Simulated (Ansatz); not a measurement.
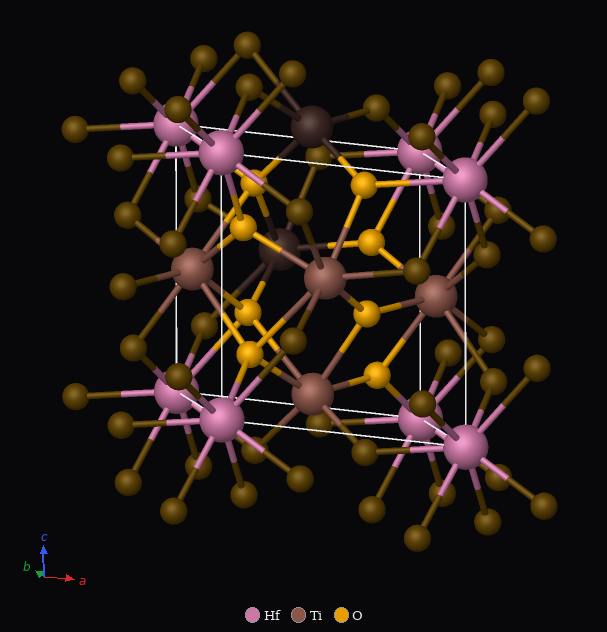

Shown here is a ball-and-stick view of the crystal, taken slightly off an axis. The unit cell is outlined; an atom on or near a face, edge or corner is repeated at each equivalent position. Neighbours across the faces are drawn wherever a bond reaches them, in fainter colours.

HfTi$_{3}$O$_{8}$, a = 4.898 Å, b = 4.884 Å, c = 5.225 Å, α = 89.18°, β = 97.65°, γ = 88.07°. Origin of the cell: a structure type filled with these elements by a generator (whether the compound takes this form wasn't checked). Earlier steps of the study, as a rule a relaxation of our own, may have changed the cell and positions, so they can lie some per cent off the listed ones. A calculation with Ansatz used it as input.

This one geometry was computed with Ansatz (DFT, plane waves, PAW) at five levels of theory: r2SCAN, HSE06, PBE, PBE0 and PBE with spin-orbit coupling. It was relaxed beforehand with r2SCAN.

Which level gives the highest pressure at this volume, and what does that say about its equilibrium volume?

Highest: PBE (5.5 GPa) and PBE with spin-orbit coupling (5.4 GPa), which points to the largest equilibrium volume. Lowest, with the smallest volume: HSE06 (-2.2 GPa) and PBE0 (-2.3 GPa). Levels within 0.5 GPa of each other can't be told apart.

How does the band gap change with the level of theory?

PBE with spin-orbit coupling: a gap of 2.64 eV, direct; PBE: a gap of 2.64 eV, direct; r2SCAN: a gap of 3.01 eV, direct; HSE06: a gap of 4.22 eV, indirect; PBE0: a gap of 4.98 eV, direct.

Collect the results in a table.

| level | cutoff (eV) | k-mesh of the run's cell | gap (eV) | pressure (GPa) |
| --- | --- | --- | --- | --- |
| r2SCAN | 500 | 6×6×6 | 3.01 | 0.0 |
| HSE06 | 420 | 4×4×4 | 4.22 | -2.2 |
| PBE | 420 | 6×6×6 | 2.64 | 5.5 |
| PBE0 | 420 | 4×4×4 | 4.98 | -2.3 |
| PBE with spin-orbit coupling | 420 | 6×6×6 | 2.64 | 5.4 |

Gaps are taken on the k-mesh or band path of each run.
